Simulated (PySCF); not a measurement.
C3H8O2Si (SMILES C=C(C)[SiH](O)O)

Input file:

```
{"job": {"kind": "nmr", "xc": "PBE0", "basis": "pcSseg-1", "pop": false}, "charge": 0, "multiplicity": 1}
C     -0.154800     0.437000    -1.520000
C     -0.441700    -0.114700    -0.343200
C     -1.769800     0.253600     0.352000
Si     0.834100    -1.017300     0.718300
O      2.342800    -0.824800    -0.278000
O      0.616700    -2.670300     0.655800
H      0.831200     0.352200    -1.815000
H     -0.832500     1.121600    -1.979100
H     -2.109700     0.990100    -0.314200
H     -1.526000     0.496700     1.296300
H     -2.525200    -0.560800     0.312000
H      0.908100    -0.486100     2.066800
H      3.181000    -1.123700     0.288400
H     -0.151000    -3.044000     1.051900
```

Run with:

```sh
OMP_NUM_THREADS=1 python probes_run.py task.json out
```

Geometry: GFN2-xTB, MD frame at 250 fs, 600 K.

The calculation used PBE0/pcSseg-1, SCF density, gas phase, non-relativistic in PySCF 2.14.0.

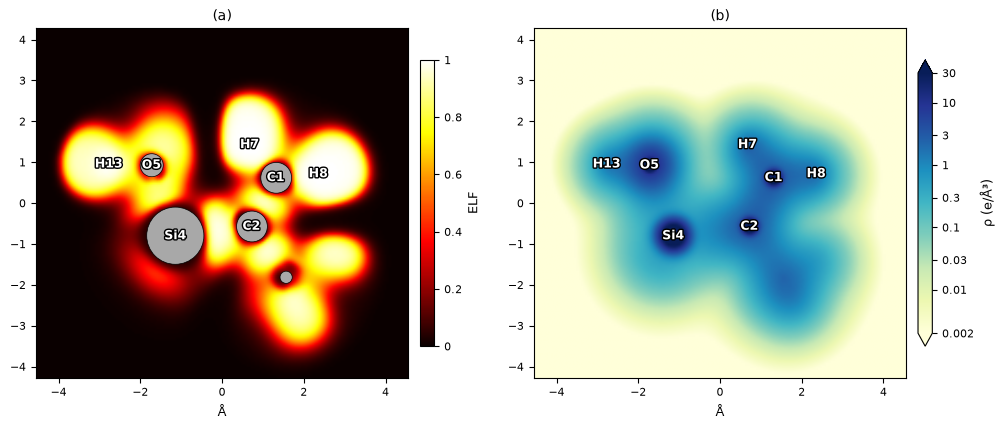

Figure 1. (a) ELF; (b) total electron density on the plane of atoms C2, Si4 and O5. Grey discs cover the atomic cores in the ELF map.

Q: What does the map show?

A: Atoms in the plane: C, Si, O and H.
C–C (1.33 Å): ρ at the midpoint is about 2.3 e/Å³; the ELF peaks at about 0.90 between the atoms; a multiple bond.
C–Si (1.89 Å): ρ is about 0.96 e/Å³ halfway; the ELF peaks at about 0.95 between the atoms (localised, covalent bonding).
Si–O (1.82 Å): ρ at the midpoint is about 0.83 e/Å³; the ELF peaks at about 0.85 between the atoms (a shared but strongly polarised pair).
C–H (1.03 Å): the density is about 2.3 e/Å³ at the midpoint; the ELF climbs to about 1 towards the hydrogen, as it does in any bond to H: a covalent bond by its length.
The ELF also peaks beside O5, away from the bonds: lone-pair regions.

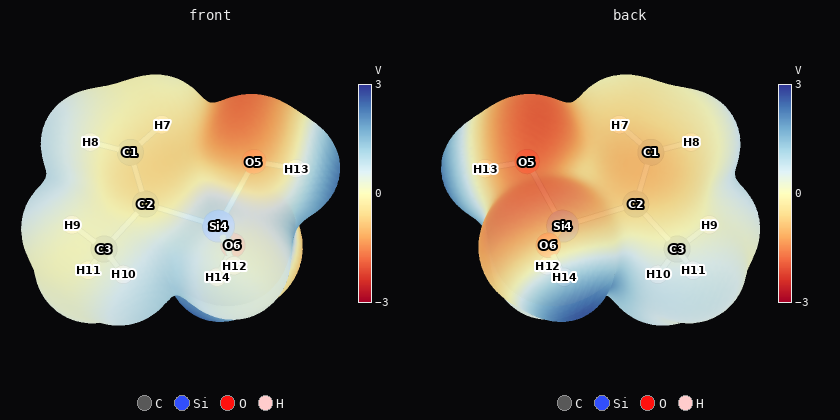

Figure 2. The molecular electrostatic potential painted on the density surface at 0.002 e/bohr³, seen from the front and from behind; the colour scale runs from red (negative) to blue (positive).

Q: Which sites attract a positive test charge, and which a negative one?

A: A positive charge is drawn to the negative regions and a negative charge to the positive ones. The most negative region (about −1.9 V, or −44 kcal/mol for a unit charge) lies over O5, the most positive (about +2.5 V, or +58 kcal/mol for a unit charge) over H14. O5 is the likeliest acceptor of a hydrogen bond.

Q: What dipole moment does the calculation give?

A: Its dipole moment is 2.83 D.
